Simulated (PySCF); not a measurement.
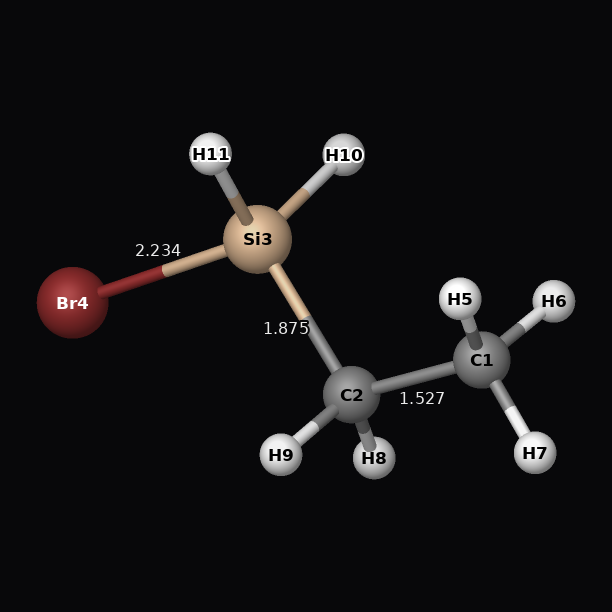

The numbers beside the sticks are distances in Å. Sticks don't show bond order. The geometry was computed by an optimisation with PBE0-D3(BJ)/def2-SVP. No frequency run is at hand to confirm it as a minimum.

Question: Assign a bond order to each marked bond.

Answer: C1–C2 single; C2–Si3 single; Si3–Br4 single.

Question: Write the SMILES.

Answer: CC[SiH2]Br
